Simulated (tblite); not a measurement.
# C5H15NSi2: the cost of one run

Programs: tblite 0.8.0 and PySCF 2.14.0, with density-fitted response routines of our own. Each step states its level of theory. These are calculated values for one molecule in the gas phase, unless marked as measured. Atoms count from 0, in the outputs and in this text.

### 1 Starting geometry

23 atoms, charge 0, multiplicity 1; geometry from: force field or distance geometry start.

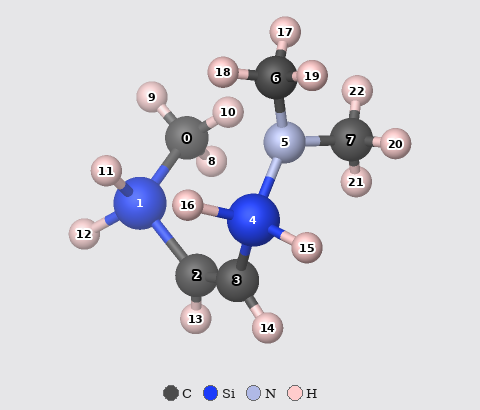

The starting geometry (carbon dark grey, silicon blue, nitrogen light blue, hydrogen pink), atoms numbered; sticks join atoms by distance.

### 2 Geometry optimisation with GFN2-xTB

The job: settings as JSON, then the geometry in Å.

```
{"job": {"kind": "relax", "xc": "GFN2-xTB", "basis": "xTB"}, "charge": 0, "multiplicity": 1}
C      2.019900     0.946400     1.547400
Si     2.492500    -0.002000     0.033200
C      1.664800    -1.646800    -0.048900
C      0.461200    -1.969000    -0.582600
Si    -0.817300    -0.953000    -1.393300
N     -1.322900     0.306400    -0.332100
C     -1.912600     1.540300    -0.870900
C     -1.973700    -0.009700     0.946100
H      2.229400     0.381700     2.462600
H      2.557000     1.892500     1.610400
H      0.941100     1.186500     1.544300
H      2.221200     0.776000    -1.185000
H      3.954700    -0.254900     0.091100
H      2.263000    -2.429300     0.391800
H      0.153100    -3.008700    -0.521700
H     -2.013500    -1.762700    -1.708300
H     -0.277800    -0.320200    -2.625100
H     -1.924000     2.329700    -0.115100
H     -1.331500     1.930200    -1.705100
H     -2.937000     1.373600    -1.202600
H     -3.019200    -0.331600     0.790100
H     -1.453100    -0.807000     1.483300
H     -1.980000     0.858800     1.627900
```

The run is started by

```
$ OMP_NUM_THREADS=1 python probes_run.py task.json out
```

The driver reads the jobs from task.json and runs them one after another.

Q: Estimate the wall time and peak memory of this first job on 1 thread of Arm Neoverse N1, shared host.

About 1.2 s, with a peak of 0.18 GiB.
